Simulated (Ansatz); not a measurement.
## Electronic structure of CH$_{8}$OSi$_{2}$ (SMILES OC([SiH3])[SiH3]) in real space

Input

```
crystal:
  periodic: [false, false, false]
  atoms:
    - {symbol: O, position_ang: [0.213530, 1.747095, 0.281655]}
    - {symbol: C, position_ang: [-0.383073, 0.469366, 0.033061]}
    - {symbol: Si, position_ang: [-0.159531, -0.564525, 1.597135]}
    - {symbol: Si, position_ang: [0.366289, -0.352802, -1.495724]}
    - {symbol: H, position_ang: [0.137056, 2.285791, -0.511385]}
    - {symbol: H, position_ang: [-1.470047, 0.561104, -0.126366]}
    - {symbol: H, position_ang: [1.284924, -0.761926, 1.879448]}
    - {symbol: H, position_ang: [-0.799584, -1.888303, 1.366464]}
    - {symbol: H, position_ang: [-0.806195, 0.099807, 2.757885]}
    - {symbol: H, position_ang: [0.339680, 0.643804, -2.605587]}
    - {symbol: H, position_ang: [-0.423515, -1.548601, -1.893689]}
    - {symbol: H, position_ang: [1.777466, -0.746011, -1.248895]}
basis:
  gaussian: {orbitals: def2-TZVPP}
hamiltonian: {xc: pbe0, dispersion: d4}
output: {orbitals: {seedname: orbitals}}
```

Run with:

```sh
ansatz run in.yaml --threads 4 --pin off --events-out ev --progress --plain --max-ram 10444MiB
```

Geometry: PBE0-D4/def2-TZVP.

Computed with RKS PBE0-D4/def2-TZVPP (Ansatz).

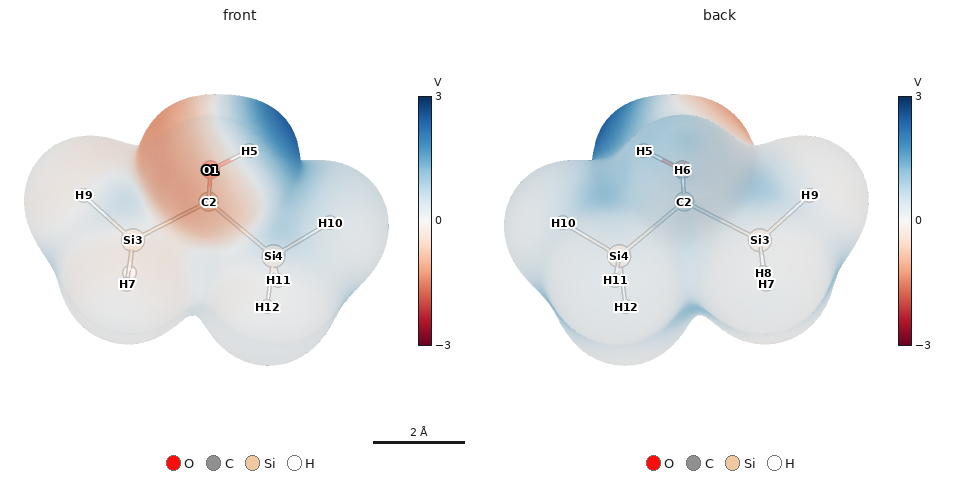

Figure 1. The electrostatic potential painted on the density surface at 0.002 e/bohr³, seen from the front and from behind; the colour scale runs from red (negative) to blue (positive).

Describe the electrostatic potential map.

The most negative region (about −1.3 V, or −30 kcal/mol for a unit charge) lies over O1, the most positive (about +2.4 V, or +55 kcal/mol for a unit charge) over H5. O1 is the likeliest acceptor of a hydrogen bond.

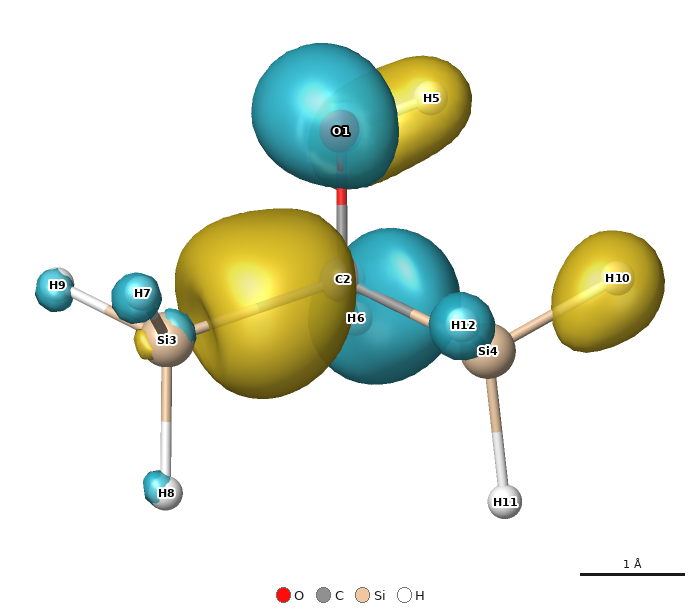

Figure 2. The HOMO−1 at ±0.15 Å⁻³ᐟ² (yellow and cyan are the two phases), seen at a tilt.

What is the character of this orbital?

Its weight (Hirshfeld) is mainly on C2 (about 30 %), O1 (about 25 %), Si3 (about 15 %), H6 (about 5 %) and Si4 (about 5 %). Its energy is −8.55 eV.

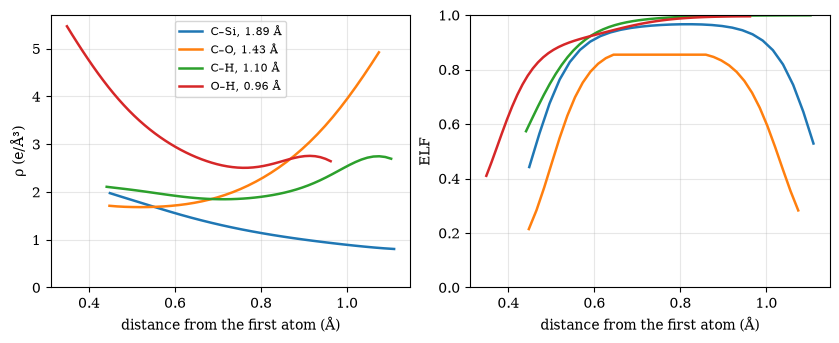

Figure 3. Total electron density and ELF along straight lines between neighbouring atoms. The curves leave out the atomic cores.

What kind of bonding do the profiles show?

C–Si (1.89 Å): the density is about 0.95 e/Å³ at the midpoint; the ELF peaks at about 0.95 between the atoms; localised, covalent bonding.
C–O (1.43 Å): ρ at the midpoint is about 1.9 e/Å³, with its minimum of 1.7 e/Å³ about 0.5 Å from C; the ELF peaks at about 0.85 between the atoms, as expected for a polar covalent bond.
C–H (1.10 Å): ρ is about 2 e/Å³ halfway; the ELF climbs to about 1 towards the hydrogen, as it does in any bond to H: an ordinary covalent bond to hydrogen.
O–H (0.96 Å): ρ at the midpoint is about 3.8 e/Å³; the ELF climbs to about 1 towards the hydrogen (an ordinary covalent bond to hydrogen).

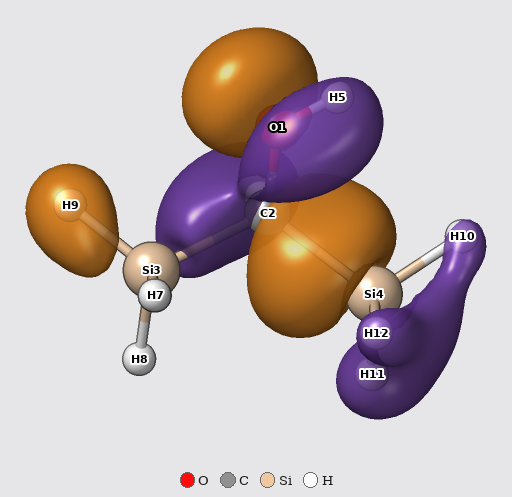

Figure 4. The HOMO at ±0.08 Å⁻³ᐟ² (orange and purple are the two phases), seen across its widest extent.

Where does this orbital lie, and at what energy?

By Hirshfeld shares it lies mainly on O1 (about 40 %), C2 (about 20 %) and Si4 (about 15 %). Its energy is −7.76 eV.
